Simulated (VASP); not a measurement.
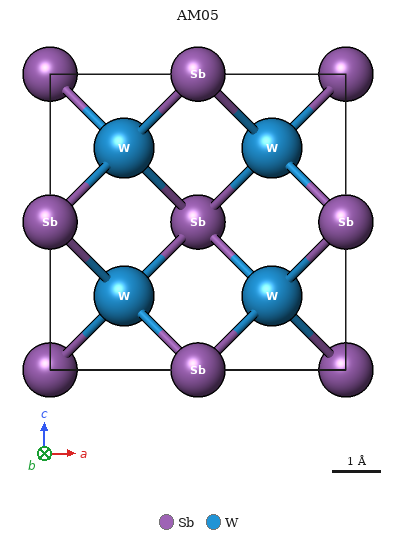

Crystalline SbW2 (a generated structure, set up in Fm-3m), relaxed (cell and atoms) with several functionals. The picture shows the result with AM05. Style: ball-and-stick. Shown: the conventional cell (4 times the calculation's cell), along the b axis. Lengths and directions refer to the drawn axes.

Computed with VASP 6.6.1: VASP PAW PBE potentials, recommended; VASP PAW LDA potentials, recommended (each functional with its own set). Set-up: plane-wave cutoff 600 eV; k-point mesh 7 × 7 × 7; occupations fermi-dirac; smearing width 0.05 eV; no spin polarisation.

```
 functional  volume (Å³/atom)  a (Å)
       AM05            19.810  6.195
rev-vdW-DF2            20.287  6.244
        LDA                 ?      ?
       PW91            20.628  6.279
       RPBE            20.828  6.299
 optB88-vdW            20.590  6.275
     revPBE            20.743  6.290
  vdW-DF-cx            20.051  6.220
     PBEsol            19.924  6.207
        PBE            20.525  6.268
       BLYP            21.552  6.371
```

**Fill in the missing row.**

With LDA the volume is the smallest of the series, below AM05 (19.810). The calculation gives 19.584 Å³/atom (a = 6.171 Å). In order of volume: LDA < AM05 < PBEsol < vdW-DF-cx < rev-vdW-DF2 < PBE < optB88-vdW < PW91 < revPBE < RPBE < BLYP; the spread is 10.0 %.
